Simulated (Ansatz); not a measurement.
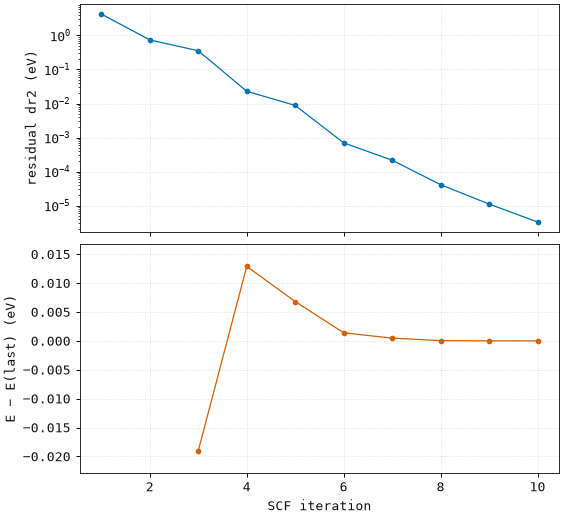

The plot shows the SCF iterations of a calculation: density residual dr2, Harris–Foulkes energy less its last value. The first two energies lie far off the scale and aren't drawn.

MgZn$_{5}$S$_{6}$ (12 atoms in the cell), run with Ansatz.

```
crystal:
  lattice:
    - [3.8766974555, -2.89e-08, 0.0]
    - [-1.9383487027, 3.3573184937, 0.0]
    - [0.0, 0.0, 19.0325416519]
  atoms:
    - { symbol: Mg, position: [0.3333333333, 0.6666666667, 0.1665423423] }
    - { symbol: Zn, position: [0.0, 0.0, 0.9959120822] }
    - { symbol: Zn, position: [0.0, 0.0, 0.5021381932] }
    - { symbol: Zn, position: [0.6666666667, 0.3333333333, 0.6668252507] }
    - { symbol: Zn, position: [0.6666666667, 0.3333333333, 0.3376720478] }
    - { symbol: Zn, position: [0.3333333333, 0.6666666667, 0.8312208966] }
    - { symbol: S, position: [0.0, 0.0, 0.1196476088] }
    - { symbol: S, position: [0.0, 0.0, 0.6262942923] }
    - { symbol: S, position: [0.3333333333, 0.6666666667, 0.2964508132] }
    - { symbol: S, position: [0.6666666667, 0.3333333333, 0.7907256332] }
    - { symbol: S, position: [0.6666666667, 0.3333333333, 0.4614329359] }
    - { symbol: S, position: [0.3333333333, 0.6666666667, 0.9551369037] }
basis:
  precision: f64
kpoints:
  mp_grid: { grid: [12, 12, 2] }
hamiltonian:
  xc: pbe
  pseudopotentials: { kind: paw, source: ansatz }
scf:
  occupations: { method: fixed }
  eigensolver: { kind: davidson }
  mixing: { algorithm: broyden, beta: 0.5, ndim: 2 }
output:
  forces: true
  eigenvalues: true
  stress: true
```

Launched with:
```bash
ansatz run input.yaml --threads 4 --pin off --max-ram 8192MiB --backend cpu --events-out ev --progress --plain --runs-dir out
```

Question: How did this run end?

Answer: It did not finish: the time limit cut it off after 10 iterations. The residual is still falling at the last step (down to 3 × 10⁻⁶).

Question: Read the residual at the first and at the last step drawn.

Answer: It starts near 4 and ends near 3 × 10⁻⁶ eV.
